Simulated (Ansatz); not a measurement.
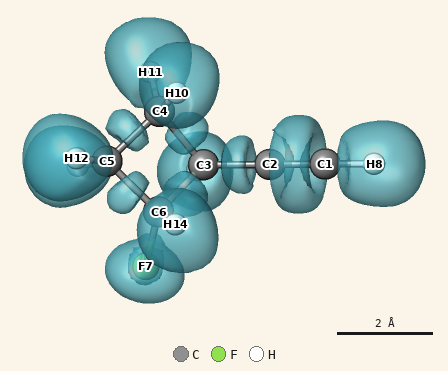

C$_{6}$H$_{7}$F. Isosurface of the ELF at 0.75 (cyan), seen across its widest extent. Core shells and regions of very low density are left out.

Geometry: B3LYP-D3(BJ)/def2-SVP.

These are results of isolated molecule in a Gaussian basis; Kohn-Sham density functional theory, functional PBE0 in Ansatz 0.2.0, not measurements.

```xyz
14

C     1.2126   -1.2400    1.3859
C     1.1367   -0.7158    0.2959
C     1.0494   -0.0554   -0.9943
C     2.0774    1.0570   -1.3758
C     0.9311    1.8182   -2.0866
C    -0.0594    0.9963   -1.2510
F    -1.1910    0.5488   -1.8825
H     1.2770   -1.7117    2.3481
H     0.9927   -0.7999   -1.8063
H     2.4408    1.5826   -0.4815
H     2.9381    0.7422   -1.9808
H     0.8931    2.9133   -2.0030
H     0.8478    1.5287   -3.1451
H    -0.3575    1.5018   -0.3177
```

### Where are the electrons localised?

The surface consists of six regions between bonded C–C atoms (shared pairs), seven regions around hydrogen nuclei and one region on F in which the atom's valence shell and bonds are merged. Profiles from the grid: C–C (1.21 Å): the ELF peaks at about 0.80 between the atoms; a multiple bond. C–F (1.37 Å): the ELF peaks at about 0.85 between the atoms (a polar covalent bond).
